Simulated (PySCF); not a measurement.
## NMR shielding calculation, with input and output: C$_{7}$H$_{10}$Si$_{2}$

System: C$_{7}$H$_{10}$Si$_{2}$.
Method: GIAO PBE0/pcSseg-1 NMR shielding, non-relativistic, gas phase (PySCF 2.14.0).

The geometry comes from this level: PBE0-D3(BJ)/def2-SVP. Figures and captions count atoms from 1; the log counts them from 0 in places.

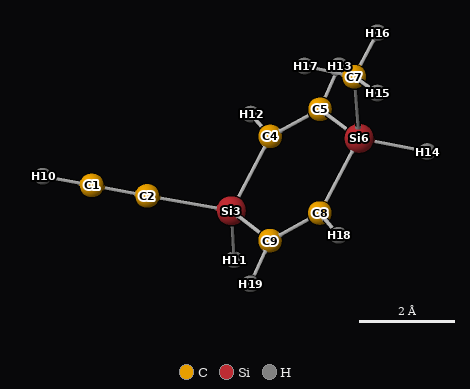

Fig. 1: The input geometry (ball-and-stick view, seen at a tilt; atoms are numbered from 1 in the order of the input).

## Input
```
{"job": {"kind": "nmr", "xc": "PBE0", "basis": "pcSseg-1"}, "charge": 0, "multiplicity": 1}
C      3.515082     0.775934    -2.001054
C      2.855234     0.502310    -1.015298
Si     1.836001     0.096051     0.463543
C      0.608192     1.470190     0.783041
C     -0.726568     1.301261     0.835300
Si    -1.631993    -0.316077     0.548256
C     -2.802371    -0.154991    -0.914214
C     -0.386662    -1.683914     0.236940
C      0.949516    -1.526818     0.185451
H      4.100962     1.016721    -2.870493
H      2.785464    -0.024086     1.613712
H      1.018691     2.477904     0.944710
H     -1.347229     2.187308     1.041533
H     -2.437132    -0.651795     1.768356
H     -3.347381    -1.096139    -1.087307
H     -3.544732     0.639495    -0.740402
H     -2.240280     0.091209    -1.828157
H     -0.790152    -2.693276     0.060828
H      1.576199    -2.404754    -0.030930
```

The first line tells a small driver script what to run in PySCF; the rest is the geometry in Å.

Hardware: 1 CPU thread, shared host.

Run as:
```bash
OMP_NUM_THREADS=1 python <driver script> task.json out
```

## Log
```
coarse grid: 17056 points
cycle   1  E = -850.9058552990  dE =  8.458e-01  |g| = 5.460e-01  |ddm| = 4.146e+00
cycle   2  E = -850.8920021049  dE =  1.385e-02  |g| = 5.890e-01  |ddm| = 1.068e+00
cycle   3  E = -850.9801362752  dE = -8.813e-02  |g| = 1.275e-01  |ddm| = 5.836e-01
cycle   4  E = -850.9836112276  dE = -3.475e-03  |g| = 5.290e-02  |ddm| = 1.139e-01
cycle   5  E = -850.9842941405  dE = -6.829e-04  |g| = 1.386e-02  |ddm| = 4.872e-02
cycle   6  E = -850.9843428476  dE = -4.871e-05  |g| = 4.599e-03  |ddm| = 1.667e-02
cycle   7  E = -850.9843483023  dE = -5.455e-06  |g| = 1.204e-03  |ddm| = 4.661e-03
final grid: 156032 points
cycle   8  E = -851.0398291473  dE = -2.683e-05  |g| = 8.094e-03  |ddm| = 3.101e-02
cycle   9  E = -851.0398227134  dE =  6.434e-06  |g| = 9.496e-03  |ddm| = 1.575e-02
cycle  10  E = -851.0398464860  dE = -2.377e-05  |g| = 1.290e-03  |ddm| = 8.818e-03
cycle  11  E = -851.0398468601  dE = -3.741e-07  |g| = 4.845e-04  |ddm| = 1.350e-03
cycle  12  E = -851.0398469173  dE = -5.719e-08  |g| = 1.587e-04  |ddm| = 4.925e-04
cycle  13  E = -851.0398469230  dE = -5.683e-09  |g| = 5.854e-05  |ddm| = 1.399e-04
cycle  14  E = -851.0398469239  dE = -8.365e-10  |g| = 1.322e-05  |ddm| = 5.390e-05
```

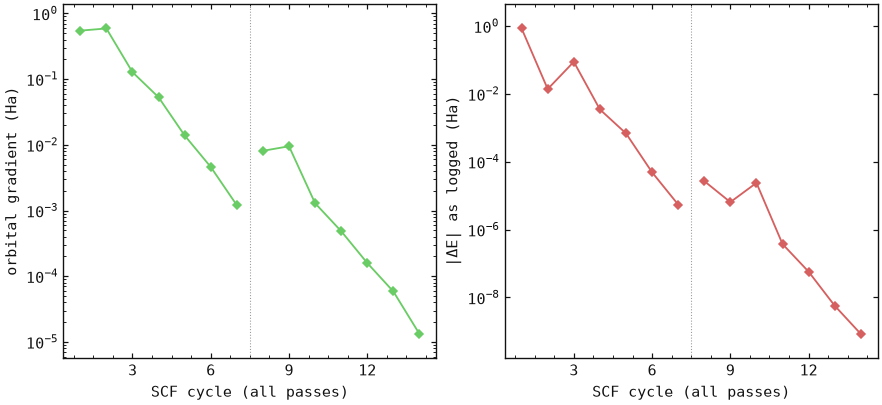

Fig. 2: Convergence of the self-consistent field: orbital gradient and size of the energy change against the SCF cycle. The dotted line marks the change from a coarse to the final integration grid. The first 7 cycles use a coarse grid, the final grid takes over at cycle 8, and the field converges after 14 cycles in all.

```
converged SCF energy = -851.0398469239

GIAO shielding tensors (ppm)
atom      isotropic    diamagn.    paramagn.     s11        s22        s33       span
  0 C       80.600     261.597    -180.997     -3.307      0.043    245.065    248.372
  1 C       97.733     260.041    -162.308      1.286      1.718    290.196    288.910
  2 Si     427.511     881.671    -454.159    414.825    418.915    448.794     33.969
  3 C       31.207     260.359    -229.152    -87.403      9.444    171.579    258.982
  4 C       25.527     261.091    -235.564    -97.121      0.494    173.209    270.330
  5 Si     399.811     882.588    -482.777    374.422    404.354    420.657     46.234
  6 C      187.463     254.279     -66.816    186.550    186.697    189.143      2.593
  7 C       25.662     261.060    -235.398    -96.910      0.657    173.238    270.148
  8 C       31.119     260.364    -229.246    -87.507      9.333    171.532    259.039
  9 H       28.957      32.098      -3.141     24.069     24.110     38.690     14.621
 10 H       26.544      26.969      -0.426     23.343     24.951     31.337      7.994
 11 H       24.134      29.699      -5.565     22.165     23.576     26.660      4.495
 12 H       24.015      30.652      -6.637     21.822     23.449     26.774      4.952
 13 H       26.715      28.846      -2.130     23.840     24.707     31.598      7.757
 14 H       30.918      28.843       2.075     26.633     28.014     38.107     11.474
 15 H       30.918      28.892       2.026     26.634     28.011     38.108     11.474
 16 H       31.086      32.510      -1.424     26.692     29.415     37.151     10.459
 17 H       24.020      30.552      -6.532     21.836     23.449     26.775      4.939
 18 H       24.132      29.599      -5.467     22.154     23.581     26.660      4.506
```

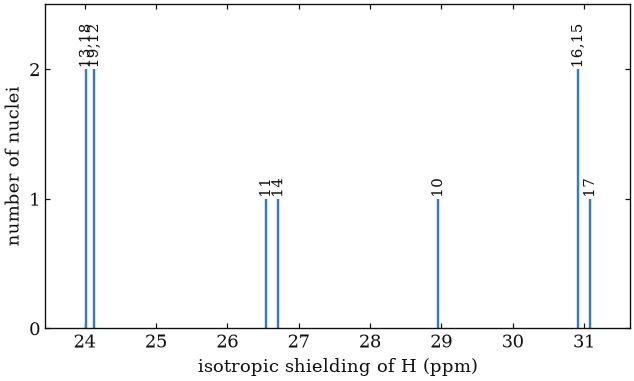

Fig. 3: Isotropic shieldings of the hydrogen nuclei in this fixed geometry, labelled by atom number; shielding grows to the right, so chemical shift grows to the left. The least shielded is H13 (24.0 ppm), the most shielded H17 (31.1 ppm).

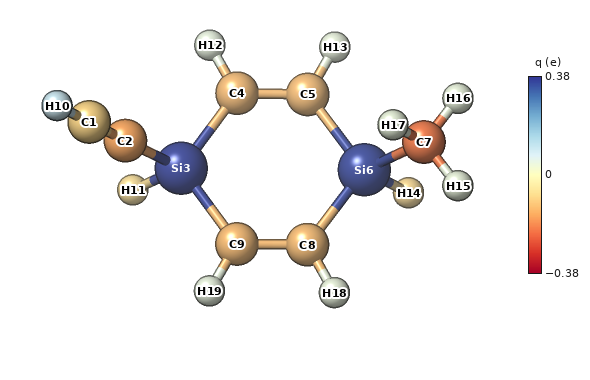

Fig. 4: Hirshfeld charges, as the colour of each atom (ball-and-stick view, seen at a tilt; atoms are numbered from 1 in the order of the input). By element: C −0.21 to −0.09, Si +0.36 and H −0.09 to +0.10 e.

## Summary

```json
{"quantity": "outcome", "value": "converged"}
{"quantity": "total energy", "value": "−851.039847 hartree"}
{"quantity": "HOMO", "value": "−7.74 eV"}
{"quantity": "LUMO", "value": "−1.05 eV"}
{"quantity": "dipole moment", "value": "1.04 D"}
{"quantity": "isotropic shielding, C", "value": "25.5 to 187.5 ppm"}
{"quantity": "isotropic shielding, Si", "value": "399.8 to 427.5 ppm"}
{"quantity": "isotropic shielding, H", "value": "24.0 to 31.1 ppm"}
{"quantity": "wall time", "value": "74 s"}
{"quantity": "peak memory", "value": "1 GiB"}
```
